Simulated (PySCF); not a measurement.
Consider C2H3AlBr2 (SMILES C=[CH][Al]([Br])[Br]).

```csv
atom,x (Å),y (Å),z (Å)
C,-1.4348,0.2896,-0.1700
C,-0.4833,-0.4748,0.3659
Al,1.4087,-0.0796,0.0107
Br,1.9355,1.6739,-1.3105
Br,3.0579,-1.3410,0.8959
H,-1.1953,1.1340,-0.8042
H,-2.4905,0.1179,-0.0084
H,-0.7892,-1.3106,0.9961
```

Geometry: GFN2-xTB.

Theory: CAM-B3LYP/def2-SVPD, SCF density, gas phase in PySCF.

**What will maps of the electron density and electron localisation function show?**

C–C (1.33 Å): the density is about 2.3 e/Å³ at the midpoint; the ELF peaks at about 0.95 between the atoms; a short, multiple covalent bond.
C–Al (1.97 Å): ρ at the midpoint is about 0.73 e/Å³; the ELF peaks at about 0.95 between the atoms: a shared but strongly polarised pair.
Al–Br (2.26 Å): ρ at the midpoint is about 0.65 e/Å³; the ELF peaks at about 0.85 in the valence shell of Br, 1.1 Å from its nucleus, and is about 0.85 at the midpoint.
C–H (1.08 Å): ρ is about 2 e/Å³ halfway; the ELF climbs to about 1 towards the hydrogen, as it does in any bond to H; an ordinary covalent bond to hydrogen.

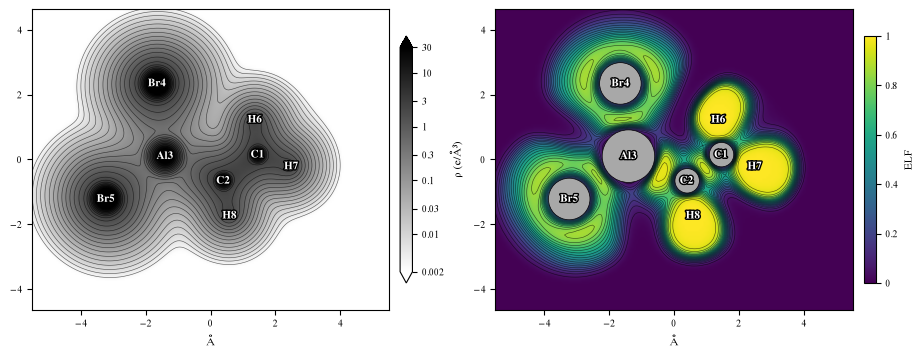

Computed electron density and electron localisation function on the molecular plane, in this order. Grey discs cover the atomic cores in the ELF map. 
